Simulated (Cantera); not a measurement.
Feed: 1 mol toluene, 1.7 mol O₂, equilibrated at 203 Torr.

Cantera equilibrium calculation (NASA polynomials, part measured and part estimated; ideal gas, pure solids and liquids). Candidate condensed phases: C, C₆H₆, C₇H₈, C₈H₁₈, H₂O; 110 gas species. Kinetics and transport are ignored.

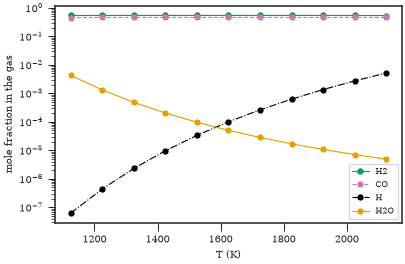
Figure: Equilibrium gas composition (values under 1e-9 drawn at 1e-9)

**Question.** Read off the mole fractions at 1325 K.

**Answer.** H₂ about 0.54, CO about 0.46, H₂O about 0.00048, H about 2.3e-6.
